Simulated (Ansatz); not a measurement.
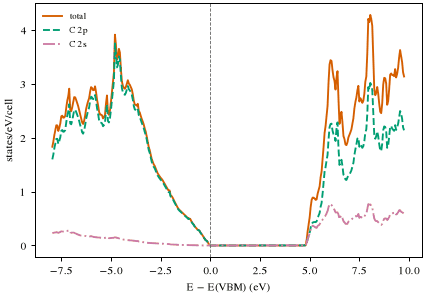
Figure: Total and projected density of states of C in space group P6_3/mmc (No. 194; C on 4e, C on 4f), r²SCAN in the plane-wave PAW code Ansatz

Which orbitals carry the states next to the gap?

Top 1 eV of the valence band: C 2p 99 %. Bottom 1 eV of the conduction band: C 2p 55 %, C 2s 35 %, outside the projected shells 10 %. Projections are on Löwdin-orthogonalised atomic valence shells; empty p or d shells of many metals are not among them.

Where is the tallest occupied peak in this window, and what makes it?

Near -4.8 eV, about 3.9 states/eV per cell; the largest projected share is C 2p.

The first step of the workflow began from a Materials Project structure, measured or hypothetical. Its sites differ from those of the usual phase in this space group: another stacking or structure type. Symmetry was held in the r²SCAN relaxation; phonons on a q-mesh show no instability.

Potentials: the later of the program's two PAW sets.
